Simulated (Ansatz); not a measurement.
# Geometry relaxation of Si₃NH₈ClO₂ (part 2 of 2)

Continued. System: Si₃NH₈ClO₂. Method: RKS PBE0-D4/def2-TZVP (Ansatz 0.2.0). 

### Trajectory as extended XYZ, continued
```
15
Properties=species:S:1:pos:R:3:forces:R:3 step=9 energy=-41861.13411
Si    0.9076    0.3659    1.3318   -0.0255   0.0224  -0.0373
O    -0.6541    0.6731    1.0514   -0.0109  -0.0055   0.0185
Si   -2.1843    0.3969    1.5798    0.0155   0.0305   0.0202
O     1.3129   -1.1540    0.9744    0.0198  -0.0376  -0.0029
Si    1.2149   -2.3690   -0.1218    0.0223   0.0108   0.0213
Cl    1.2205    0.5423    3.3551    0.0015  -0.0017   0.0116
N     1.8061    1.4421    0.3879   -0.0289  -0.0213   0.0010
H    -2.5261   -1.0383    1.4028    0.0014   0.0169   0.0008
H    -2.3098    0.7678    3.0119    0.0032  -0.0172  -0.0110
H    -3.0949    1.2380    0.7668   -0.0022  -0.0160  -0.0136
H     1.4634   -3.6476    0.5863   -0.0135   0.0046  -0.0005
H     2.2453   -2.1810   -1.1740   -0.0064   0.0082  -0.0099
H    -0.1341   -2.3883   -0.7428    0.0020  -0.0031  -0.0028
H     2.8086    1.3595    0.3385   -0.0230   0.0304   0.0038
H     1.5006    2.3984    0.3034    0.0448  -0.0213   0.0009
15
Properties=species:S:1:pos:R:3:forces:R:3 step=12 energy=-41861.13481
Si    0.9047    0.3629    1.3315   -0.0141   0.0073  -0.0008
O    -0.6568    0.6730    1.0555    0.0049  -0.0046   0.0067
Si   -2.1872    0.4017    1.5842   -0.0015  -0.0069   0.0034
O     1.3116   -1.1579    0.9776    0.0029  -0.0084   0.0053
Si    1.2195   -2.3667   -0.1253   -0.0043   0.0029   0.0038
Cl    1.2229    0.5410    3.3550   -0.0015   0.0020  -0.0030
N     1.8037    1.4342    0.3829    0.0124   0.0019  -0.0054
H    -2.5262   -1.0358    1.4243    0.0030   0.0057   0.0016
H    -2.3158    0.7851    3.0122   -0.0004   0.0029  -0.0088
H    -3.0988    1.2247    0.7540    0.0026   0.0001   0.0025
H     1.4632   -3.6483    0.5783    0.0039   0.0004  -0.0038
H     2.2498   -2.1690   -1.1761   -0.0019  -0.0014   0.0000
H    -0.1283   -2.3865   -0.7495    0.0021   0.0013  -0.0046
H     2.8070    1.3541    0.3463   -0.0070   0.0002  -0.0014
H     1.5073    2.3932    0.3008   -0.0010  -0.0034   0.0045
15
Properties=species:S:1:pos:R:3:forces:R:3 step=15 energy=-41861.13530
Si    0.8979    0.3455    1.3374    0.0078  -0.0004   0.0010
O    -0.6610    0.6550    1.0487   -0.0114  -0.0067   0.0067
Si   -2.1900    0.4099    1.5953   -0.0156  -0.0048   0.0020
O     1.3063   -1.1799    1.0001   -0.0134  -0.0032  -0.0043
Si    1.2289   -2.3562   -0.1407    0.0072   0.0096   0.0083
Cl    1.2053    0.5410    3.3607    0.0009   0.0010  -0.0019
N     1.8026    1.4074    0.3826    0.0288  -0.0061   0.0056
H    -2.5248   -1.0364    1.5230    0.0063   0.0205   0.0021
H    -2.3185    0.8800    2.9978    0.0022  -0.0042  -0.0198
H    -3.1051    1.1796    0.7178    0.0109  -0.0096   0.0100
H     1.4715   -3.6564    0.5285    0.0000   0.0017  -0.0046
H     2.2684   -2.1244   -1.1756   -0.0056  -0.0031   0.0027
H    -0.1128   -2.3612   -0.7786    0.0035  -0.0014  -0.0018
H     2.8075    1.3388    0.3712   -0.0077  -0.0066  -0.0082
H     1.5004    2.3626    0.2835   -0.0139   0.0135   0.0023
15
Properties=species:S:1:pos:R:3:forces:R:3 step=18 energy=-41861.13579
Si    0.8904    0.3311    1.3472    0.0089   0.0013  -0.0089
O    -0.6679    0.6428    1.0572   -0.0044   0.0022   0.0060
Si   -2.1980    0.4185    1.6088   -0.0229   0.0064   0.0191
O     1.2921   -1.1978    1.0155   -0.0087  -0.0113  -0.0201
Si    1.2402   -2.3445   -0.1581    0.0173   0.0184   0.0193
Cl    1.1973    0.5360    3.3692   -0.0005  -0.0017   0.0008
N     1.7997    1.3848    0.3870   -0.0145  -0.0042   0.0056
H    -2.5191   -1.0331    1.6328    0.0062   0.0343  -0.0020
H    -2.3416    0.9831    2.9755    0.0068  -0.0174  -0.0315
H    -3.1142    1.1217    0.6771    0.0163  -0.0209   0.0121
H     1.4789   -3.6602    0.4816   -0.0068   0.0024  -0.0035
H     2.2975   -2.0821   -1.1675   -0.0059  -0.0011   0.0011
H    -0.0890   -2.3375   -0.8213    0.0031  -0.0043   0.0016
H     2.8025    1.2986    0.3542   -0.0029   0.0035   0.0009
H     1.5079    2.3442    0.2922    0.0080  -0.0076  -0.0003
15
Properties=species:S:1:pos:R:3:forces:R:3 step=21 energy=-41861.13620
Si    0.8813    0.3228    1.3500   -0.0069  -0.0094   0.0162
O    -0.6764    0.6450    1.0703    0.0099   0.0022  -0.0111
Si   -2.2067    0.4308    1.6236   -0.0074  -0.0022   0.0043
O     1.2744   -1.2068    1.0119   -0.0079   0.0073  -0.0005
Si    1.2536   -2.3403   -0.1737   -0.0008  -0.0028   0.0016
Cl    1.1965    0.5197    3.3718    0.0011  -0.0014   0.0004
N     1.7928    1.3718    0.3888    0.0174   0.0112  -0.0137
H    -2.5141   -1.0191    1.7150    0.0004  -0.0020  -0.0001
H    -2.3618    1.0564    2.9598   -0.0005   0.0029   0.0027
H    -3.1245    1.0766    0.6549    0.0014  -0.0007   0.0006
H     1.4801   -3.6617    0.4577    0.0013  -0.0033  -0.0021
H     2.3323   -2.0640   -1.1563   -0.0029  -0.0016  -0.0004
H    -0.0606   -2.3323   -0.8663    0.0050  -0.0001  -0.0018
H     2.7936    1.2705    0.3408   -0.0045  -0.0020   0.0042
H     1.5162    2.3362    0.3035   -0.0056   0.0019  -0.0005
15
Properties=species:S:1:pos:R:3:forces:R:3 step=23 energy=-41861.13629
Si    0.8653    0.3087    1.3504    0.0146  -0.0104   0.0173
O    -0.6900    0.6483    1.0824   -0.0151  -0.0008  -0.0139
Si   -2.2188    0.4518    1.6481   -0.0158  -0.0086   0.0206
O     1.2433   -1.2218    1.0003   -0.0129  -0.0019   0.0007
Si    1.2741   -2.3398   -0.1995    0.0048   0.0020  -0.0152
Cl    1.1945    0.4878    3.3722   -0.0019  -0.0007  -0.0049
N     1.7830    1.3544    0.3907    0.0022   0.0105  -0.0068
H    -2.5058   -0.9940    1.8467    0.0057   0.0423  -0.0049
H    -2.3854    1.1749    2.9354    0.0033  -0.0209  -0.0349
H    -3.1426    1.0125    0.6312    0.0136  -0.0126   0.0222
H     1.4816   -3.6693    0.4219   -0.0022   0.0045  -0.0003
H     2.3903   -2.0472   -1.1358   -0.0109  -0.0015   0.0104
H    -0.0106   -2.3282   -0.9463    0.0095   0.0010   0.0085
H     2.7829    1.2461    0.3468    0.0176  -0.0024  -0.0024
H     1.5148    2.3214    0.3071   -0.0125  -0.0006   0.0038
15
Properties=species:S:1:pos:R:3:forces:R:3 step=26 energy=-41861.13666
Si    0.8624    0.3025    1.3474    0.0009   0.0060  -0.0049
O    -0.6921    0.6443    1.0725   -0.0046   0.0028  -0.0055
Si   -2.2169    0.4577    1.6529   -0.0020  -0.0107   0.0075
O     1.2353   -1.2290    0.9982    0.0022  -0.0154  -0.0122
Si    1.2784   -2.3422   -0.2065   -0.0027   0.0118   0.0087
Cl    1.1865    0.4785    3.3700   -0.0011   0.0006   0.0001
N     1.7823    1.3515    0.3918    0.0052  -0.0128   0.0106
H    -2.5028   -0.9823    1.8802    0.0030   0.0101  -0.0026
H    -2.3741    1.2017    2.9275   -0.0002  -0.0006  -0.0109
H    -3.1487    0.9977    0.6337    0.0056   0.0003   0.0087
H     1.4744   -3.6743    0.4127    0.0012   0.0007   0.0000
H     2.4061   -2.0484   -1.1274   -0.0034   0.0001   0.0031
H     0.0026   -2.3247   -0.9672    0.0043   0.0019   0.0016
H     2.7850    1.2594    0.3667   -0.0107   0.0061  -0.0039
H     1.4981    2.3132    0.2990    0.0023  -0.0008  -0.0002
15
Properties=species:S:1:pos:R:3:forces:R:3 step=29 energy=-41861.13680
Si    0.8545    0.2940    1.3481    0.0109   0.0139  -0.0432
O    -0.6980    0.6394    1.0649   -0.0032  -0.0017   0.0047
Si   -2.2182    0.4653    1.6620    0.0003   0.0000  -0.0013
O     1.2268   -1.2378    0.9984   -0.0012  -0.0046   0.0068
Si    1.2877   -2.3400   -0.2150    0.0003   0.0030   0.0008
Cl    1.1687    0.4676    3.3714    0.0021   0.0007   0.0155
N     1.7793    1.3419    0.3961   -0.0099  -0.0086   0.0086
H    -2.4995   -0.9679    1.9295   -0.0007  -0.0002   0.0011
H    -2.3684    1.2443    2.9157    0.0010   0.0002   0.0003
H    -3.1579    0.9773    0.6361   -0.0002  -0.0002   0.0002
H     1.4748   -3.6774    0.3954    0.0002  -0.0003  -0.0003
H     2.4289   -2.0383   -1.1162    0.0000   0.0001   0.0004
H     0.0239   -2.3154   -0.9949    0.0001   0.0003   0.0000
H     2.7817    1.2512    0.3680   -0.0001  -0.0014   0.0028
H     1.4922    2.3015    0.2921    0.0004  -0.0013   0.0034
15
Properties=species:S:1:pos:R:3:forces:R:3 step=32 energy=-41861.13694
Si    0.8426    0.2827    1.3419   -0.0066  -0.0035   0.0157
O    -0.7086    0.6336    1.0563   -0.0009  -0.0053   0.0019
Si   -2.2224    0.4783    1.6761    0.0000  -0.0006   0.0059
O     1.2102   -1.2504    0.9934   -0.0001  -0.0021  -0.0039
Si    1.3021   -2.3402   -0.2295    0.0027   0.0030  -0.0029
Cl    1.1508    0.4513    3.3684   -0.0009   0.0002  -0.0058
N     1.7734    1.3301    0.3970    0.0010   0.0070  -0.0079
H    -2.4958   -0.9436    2.0073    0.0012   0.0082  -0.0042
H    -2.3618    1.3086    2.8982   -0.0002  -0.0025  -0.0072
H    -3.1743    0.9444    0.6394    0.0030  -0.0025   0.0039
H     1.4737   -3.6836    0.3722   -0.0016   0.0005  -0.0004
H     2.4666   -2.0299   -1.0977   -0.0030  -0.0001   0.0019
H     0.0589   -2.3071   -1.0418    0.0030  -0.0005   0.0025
H     2.7763    1.2424    0.3782    0.0008  -0.0033   0.0010
H     1.4849    2.2891    0.2920    0.0015   0.0015  -0.0005
15
Properties=species:S:1:pos:R:3:forces:R:3 step=34 energy=-41861.13700
Si    0.8313    0.2723    1.3397   -0.0043  -0.0075   0.0126
O    -0.7187    0.6243    1.0492   -0.0128  -0.0035   0.0090
Si   -2.2270    0.4890    1.6883    0.0032  -0.0045   0.0086
O     1.1991   -1.2611    0.9922   -0.0002  -0.0062  -0.0090
Si    1.3161   -2.3373   -0.2412    0.0017   0.0068   0.0041
Cl    1.1324    0.4416    3.3672   -0.0009  -0.0007  -0.0040
N     1.7669    1.3172    0.3970    0.0062   0.0096  -0.0100
H    -2.4955   -0.9205    2.0729    0.0016   0.0121  -0.0068
H    -2.3564    1.3617    2.8822   -0.0004  -0.0042  -0.0152
H    -3.1889    0.9166    0.6439    0.0054  -0.0012   0.0073
H     1.4750   -3.6872    0.3494   -0.0009   0.0011  -0.0017
H     2.4987   -2.0174   -1.0813   -0.0049  -0.0012   0.0027
H     0.0901   -2.2950   -1.0789    0.0046  -0.0004   0.0027
H     2.7693    1.2233    0.3781    0.0002  -0.0003   0.0002
H     1.4841    2.2780    0.2931    0.0015   0.0001  -0.0004
15
Properties=species:S:1:pos:R:3:forces:R:3 step=37 energy=-41861.13707
Si    0.8281    0.2674    1.3407    0.0015   0.0082  -0.0154
O    -0.7225    0.6183    1.0520    0.0020  -0.0036   0.0070
Si   -2.2301    0.4928    1.6938    0.0003   0.0014  -0.0054
O     1.1969   -1.2655    0.9917   -0.0008  -0.0030  -0.0021
Si    1.3224   -2.3359   -0.2457   -0.0003   0.0032   0.0025
Cl    1.1310    0.4371    3.3674    0.0010   0.0002   0.0036
N     1.7630    1.3123    0.3953   -0.0032  -0.0072   0.0072
H    -2.4998   -0.9105    2.0974    0.0005   0.0020   0.0011
H    -2.3589    1.3842    2.8728    0.0004  -0.0009   0.0012
H    -3.1920    0.9062    0.6444   -0.0002  -0.0005  -0.0001
H     1.4756   -3.6888    0.3394    0.0003  -0.0001   0.0002
H     2.5111   -2.0131   -1.0754    0.0001  -0.0002   0.0004
H     0.1031   -2.2890   -1.0923    0.0002   0.0001   0.0000
H     2.7651    1.2155    0.3750   -0.0009   0.0011  -0.0006
H     1.4835    2.2745    0.2950   -0.0009  -0.0006   0.0006
15
Properties=species:S:1:pos:R:3:forces:R:3 step=40 energy=-41861.13712
Si    0.8186    0.2546    1.3395    0.0002  -0.0009   0.0032
O    -0.7322    0.6050    1.0537   -0.0016  -0.0007   0.0010
Si   -2.2369    0.5052    1.7067   -0.0009   0.0003   0.0030
O     1.1879   -1.2778    0.9884   -0.0025   0.0003  -0.0027
Si    1.3386   -2.3340   -0.2585   -0.0003  -0.0007   0.0019
Cl    1.1231    0.4230    3.3666   -0.0001  -0.0008  -0.0014
N     1.7531    1.2997    0.3945    0.0037   0.0011   0.0011
H    -2.5059   -0.8809    2.1666    0.0008   0.0045  -0.0021
H    -2.3593    1.4419    2.8512    0.0005  -0.0029  -0.0040
H    -3.2036    0.8787    0.6466    0.0015  -0.0012   0.0020
H     1.4764   -3.6937    0.3146    0.0009   0.0003  -0.0006
H     2.5464   -2.0040   -1.0576   -0.0022  -0.0007   0.0008
H     0.1385   -2.2753   -1.1314    0.0022   0.0008   0.0001
H     2.7550    1.2000    0.3721   -0.0006   0.0019  -0.0012
H     1.4767    2.2633    0.2987   -0.0014  -0.0012  -0.0009
```

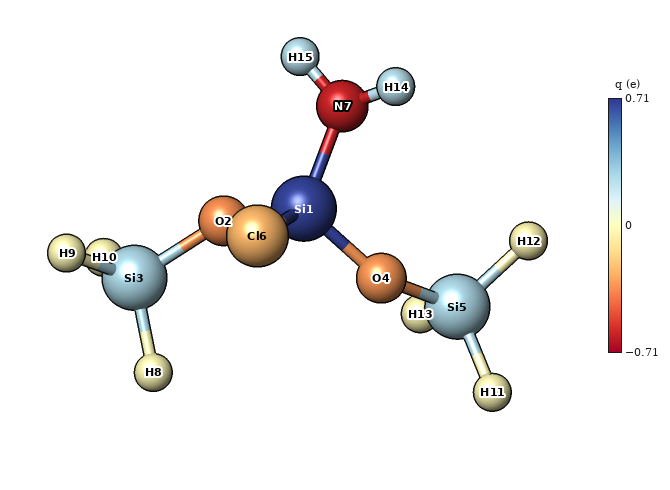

*Mulliken charges, as the colour of each atom (ball-and-stick view, seen at a tilt; atoms are numbered from 1 in the order of the input).*

By element: Si +0.27 to +0.67, O −0.35 to −0.33, Cl −0.25, N −0.60 and H −0.03 to +0.25 e.

This output came from the following input.

### Input
```yaml
crystal:
  periodic: [false, false, false]
  atoms:
    - {symbol: Si, position_ang: [0.905516, 0.364528, 1.341903]}
    - {symbol: O, position_ang: [-0.653718, 0.701408, 1.119303]}
    - {symbol: Si, position_ang: [-2.207064, 0.396080, 1.569836]}
    - {symbol: O, position_ang: [1.307644, -1.133723, 0.937243]}
    - {symbol: Si, position_ang: [1.212434, -2.383006, -0.134068]}
    - {symbol: Cl, position_ang: [1.336508, 0.582081, 3.330927]}
    - {symbol: N, position_ang: [1.766759, 1.456278, 0.335629]}
    - {symbol: H, position_ang: [-2.527573, -1.031676, 1.326890]}
    - {symbol: H, position_ang: [-2.372455, 0.707854, 3.011291]}
    - {symbol: H, position_ang: [-3.087245, 1.267044, 0.757941]}
    - {symbol: H, position_ang: [1.467629, -3.623775, 0.638978]}
    - {symbol: H, position_ang: [2.250561, -2.226857, -1.178050]}
    - {symbol: H, position_ang: [-0.141459, -2.443398, -0.733430]}
    - {symbol: H, position_ang: [2.769020, 1.334752, 0.287513]}
    - {symbol: H, position_ang: [1.549988, 2.437990, 0.439625]}
basis:
  gaussian: {orbitals: def2-TZVP}
hamiltonian: {xc: pbe0, dispersion: d4}
relax: {f_tol: 0.005, max_steps: 200}
```

Run as:
```bash
ansatz run in.yaml --threads 4 --pin off --events-out ev --progress --plain --max-ram 46080MiB --backend cuda --devices 0, --max-vram 37GiB
```

### Results in brief

- outcome: converged
- total energy: −41861.1372 eV
- mean-field energy: −41860.7313 eV
- dispersion energy: −0.4059 eV
- SCF solution under orbital rotations: stable
- largest force (length of the vector) at the end: 0.005 eV/Å
- dipole moment: 1.71 D
- hardware: 4 CPU threads, shared host
- wall time: 90 s (CPU time 2.1 min)
- peak memory: 1.4 GiB
